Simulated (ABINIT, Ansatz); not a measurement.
## CsSnH3 (Pm-3m): zone-centre phonons

Wanted: the vibrations of CsSnH3 (Pm-3m) at Γ, by two programs.

Main program and level: ABINIT 10.8.3; DFT LDA, scalar-relativistic, plane waves, PseudoDojo stringent norm-conserving pseudopotentials.

The structure was built from a prototype and need not be the compound's stable phase.

## (1) The structure

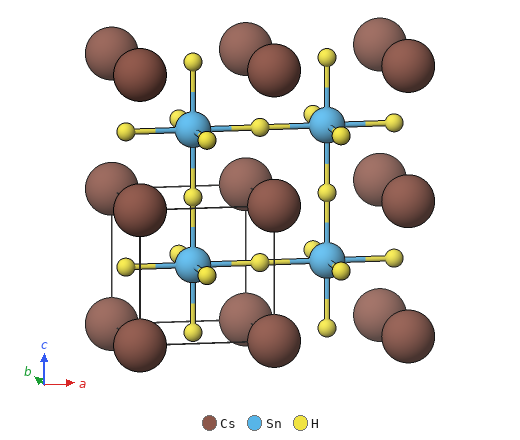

Start, viewed slightly off an axis; caesium brown, tin blue, hydrogen yellow. 2×1×2 cells are drawn. Some periodic images of atoms are drawn too.

## (2) Relaxation

The harmonic expansion needs vanishing forces, and a free crystal bears no stress, so cell and atoms are brought to rest. Stress is more sensitive to the basis than forces are: the last 3 Ha under the cutoff are smoothed with ecutsm, and the cutoff is raised above that of the later runs.

The starting cell comes from a relaxation made beforehand in Ansatz (LDA, PseudoDojo NC).

relax.abi

```
# relaxation
ionmov 2
optcell 2
dilatmx 1.08
ntime 40
tolmxf 1.0d-05
tolvrs 1.0d-14
prtwf 0
prtden 0
chksymtnons 0

# basis, mesh and filling
ecut 55.0
ecutsm 3.0
ngkpt 6 6 6
nshiftk 1
shiftk 0.0 0.0 0.0
istwfk *1
occopt 6
tsmear 0.01
nband 25
nstep 100
diemac 1000000.0
prtebands 0
prtgsr 0
useylm 1

# cell and atoms
acell 8.215244913 8.215244913 8.215244913
rprim 
    1.0 0.0 0.0
    0.0 1.0 0.0
    0.0 0.0 1.0
ntypat 3
znucl 55 50 1
natom 5
typat 1 2 3 3 3
xred 
    0.0 0.0 0.0
    0.5 0.5 0.5
    0.5 0.5 0.0
    0.5 0.0 0.5
    0.0 0.5 0.5
pp_dirpath "./pseudo"
pseudos "Cs.upf, Sn.upf, H.upf"
```

Run with:

```sh
$ OMP_NUM_THREADS=1 mpirun -n 4 abinit relax.abi > relax.log
```

Numbers of over 12 decimals in the logs are rounded to 6 here.

relax.abo, the main output file:

```text
[banners, grids, parts of the stress and lines that vanish by symmetry left out]
- input  file    -> relax.abi
- output file    -> relax.abo
- root for input  files -> relaxi
[...]
Symmetries : space group Pm -3 m (#221); Bravais cP (primitive cubic)
[...]
mpw =       13704          nfft =      216000          nkpt =          20
[...]
== DATASET  1 ==================================================================
[...]
cutoff_energies: {ecut:  55.0, pawecutdg:  -1.0, }
[...]
ETOT  1  -246.04664943200    -2.460E+02 2.991E-01 2.478E+02
 ETOT  2  -246.64716954715    -6.005E-01 5.782E-02 7.704E+01
 ETOT  3  -246.65126098064    -4.091E-03 3.624E-03 2.283E+01
 ETOT  4  -246.65184094017    -5.800E-04 2.253E-03 1.844E+00
 ETOT  5  -246.65202011862    -1.792E-04 1.200E-03 7.750E-02
[...]
At SCF step   15       vres2   =  1.81E-15 < tolvrs=  1.00E-14 =>converged.
[...]
sigma(1 1)= -3.54877505E-07  sigma(3 2)=  0.00000000E+00
  sigma(2 2)= -3.54877505E-07  sigma(3 1)=  0.00000000E+00
  sigma(3 3)= -3.54877505E-07  sigma(2 1)=  0.00000000E+00
[...]
convergence: {deltae:  3.487E-11, res2:  1.807E-15, residm:  2.708E-05, diffor: null, }
etotal    :  -2.46652026E+02
[...]
ETOT  1  -246.65202594540    -2.467E+02 1.580E-05 1.950E-03
[...]
At SCF step    9       vres2   =  2.31E-15 < tolvrs=  1.00E-14 =>converged.
[...]
sigma(1 1)= -3.19255364E-07  sigma(3 2)=  0.00000000E+00
  sigma(2 2)= -3.19255364E-07  sigma(3 1)=  0.00000000E+00
  sigma(3 3)= -3.19255364E-07  sigma(2 1)=  0.00000000E+00
[...]
convergence: {deltae: -2.342E-11, res2:  2.310E-15, residm:  7.377E-06, diffor: null, }
etotal    :  -2.46652026E+02
[...]
ETOT  1  -246.65201793838    -2.467E+02 5.376E-06 1.567E-01
[...]
ETOT 10  -246.65202607637     4.874E-11 8.887E-07 1.333E-14
 ETOT 11  -246.65202607642    -5.340E-11 2.954E-07 1.063E-16
 At SCF step   11       vres2   =  1.06E-16 < tolvrs=  1.00E-14 =>converged.
[...]
sigma(1 1)= -1.14386155E-10  sigma(3 2)=  0.00000000E+00
  sigma(2 2)= -1.14386161E-10  sigma(3 1)=  0.00000000E+00
  sigma(3 3)= -1.14386156E-10  sigma(2 1)=  0.00000000E+00
[...]
convergence: {deltae: -5.340E-11, res2:  1.063E-16, residm:  2.954E-07, diffor: null, }
etotal    :  -2.46652026E+02
[...]
At Broyd/MD step   3, gradients are converged :
[...]
sigma(1 1)= -1.14386155E-10  sigma(3 2)=  0.00000000E+00
  sigma(2 2)= -1.14386161E-10  sigma(3 1)=  0.00000000E+00
  sigma(3 3)= -1.14386156E-10  sigma(2 1)=  0.00000000E+00
[...]
- sigma(1 1)= -3.36535687E-06  sigma(3 2)=  0.00000000E+00
- sigma(2 2)= -3.36535705E-06  sigma(3 1)=  0.00000000E+00
- sigma(3 3)= -3.36535690E-06  sigma(2 1)=  0.00000000E+00
[...]
fcart     -0.0000000000E+00 -0.0000000000E+00 -0.0000000000E+00
           strten     -1.1438615506E-10 -1.1438616113E-10 -1.1438615593E-10
================================================================================

[key lines of the parts left out:]
pressure_GPa:   3.3654E-06
Total energy (etotal) [Ha]= -2.46652026076419E+02
```

It took 3.3 min on 4 MPI ranks of Arm Neoverse V1, shared host.

Little changed from the start: no atom moved by 0.005 Å and no cell edge by 0.1 %.

Read from the output:

| Property | Result |
| --- | --- |
| volume per atom | 16.44 Å³ |
| pressure | 3.37e-6 GPa |
| gap on the k-mesh | 0 eV |

## (3) Self-consistent run for the response

First-order wavefunctions inherit every error of the ground state, hence the very tight tolvrs. Occupations are smeared.

gs.abi

```
# ground state
tolvrs 1.0d-16
prtden 1
prtwf 1

# basis, mesh and filling
ecut 45.0
ngkpt 6 6 6
nshiftk 1
shiftk 0.0 0.0 0.0
istwfk *1
occopt 6
tsmear 0.01
nband 25
nstep 100
diemac 1000000.0
prtebands 0
prtgsr 0
useylm 1

# cell and atoms
acell 8.216116485 8.216116485 8.216116485
rprim 
    1.0 0.0 0.0
    0.0 1.0 0.0
    0.0 0.0 1.0
ntypat 3
znucl 55 50 1
natom 5
typat 1 2 3 3 3
xred 
    0.0 0.0 0.0
    0.5 0.5 0.5
    0.5 0.5 0.0
    0.5 0.0 0.5
    0.0 0.5 0.5
pp_dirpath "./pseudo"
pseudos "Cs.upf, Sn.upf, H.upf"
```

Run with:

```sh
$ OMP_NUM_THREADS=1 mpirun -n 4 abinit gs.abi > gs.log
```

gs.abo, the main output file:

```text
[banners, grids, parts of the stress and lines that vanish by symmetry left out]
- input  file    -> gs.abi
- output file    -> gs.abo
- root for input  files -> gsi
[...]
Symmetries : space group Pm -3 m (#221); Bravais cP (primitive cubic)
[...]
mpw =        8045          nfft =      125000          nkpt =          20
[...]
== DATASET  1 ==================================================================
[...]
cutoff_energies: {ecut:  45.0, pawecutdg:  -1.0, }
[...]
ETOT  1  -246.14698790518    -2.461E+02 2.926E-01 1.480E+02
 ETOT  2  -246.64733394505    -5.003E-01 1.704E-02 3.240E+01
 ETOT  3  -246.65090139082    -3.567E-03 1.661E-03 1.090E+01
 ETOT  4  -246.65154648464    -6.451E-04 3.196E-03 1.052E+00
 ETOT  5  -246.65166699769    -1.205E-04 9.982E-04 2.642E-02
[...]
ETOT 15  -246.65167136822     8.157E-12 2.761E-05 4.582E-16
 ETOT 16  -246.65167136824    -1.745E-11 1.690E-05 1.067E-18
 At SCF step   16       vres2   =  1.07E-18 < tolvrs=  1.00E-16 =>converged.
[...]
sigma(1 1)=  1.08636736E-05  sigma(3 2)=  0.00000000E+00
  sigma(2 2)=  1.08636736E-05  sigma(3 1)=  0.00000000E+00
  sigma(3 3)=  1.08636736E-05  sigma(2 1)=  0.00000000E+00
[...]
convergence: {deltae: -1.745E-11, res2:  1.067E-18, residm:  1.690E-05, diffor: null, }
etotal    :  -2.46651671E+02
[...]
sigma(1 1)=  1.08636736E-05  sigma(3 2)=  0.00000000E+00
  sigma(2 2)=  1.08636736E-05  sigma(3 1)=  0.00000000E+00
  sigma(3 3)=  1.08636736E-05  sigma(2 1)=  0.00000000E+00
[...]
- sigma(1 1)=  3.19620313E-01  sigma(3 2)=  0.00000000E+00
- sigma(2 2)=  3.19620313E-01  sigma(3 1)=  0.00000000E+00
- sigma(3 3)=  3.19620313E-01  sigma(2 1)=  0.00000000E+00
[...]
fcart     -0.0000000000E+00 -0.0000000000E+00 -0.0000000000E+00
           strten      1.0863673615E-05  1.0863673615E-05  1.0863673615E-05
================================================================================

[key lines of the parts left out:]
pressure_GPa:  -3.1962E-01
```

Wall time 54 s (4 MPI ranks).

Read from the output:

```yaml
pressure: -0.3196 GPa
```

The cell stands at -0.32 GPa: the relaxation ran with a smoothed and higher cutoff, and the difference is a stress of the finite basis.

(Part 1 of 5 ends here.)

[Host names and launcher messages were left out of these logs when they were recorded.]

[Logs are printed without paths, hosts, clocks, repeated set-up lines and the standing remarks that a program may print on its own settings, such as how far it seeks lower states.]

[Hosts, paths, dates, database ids (printed as entryN), source tags and the programs' standing remarks are cut or masked in the printed files.]
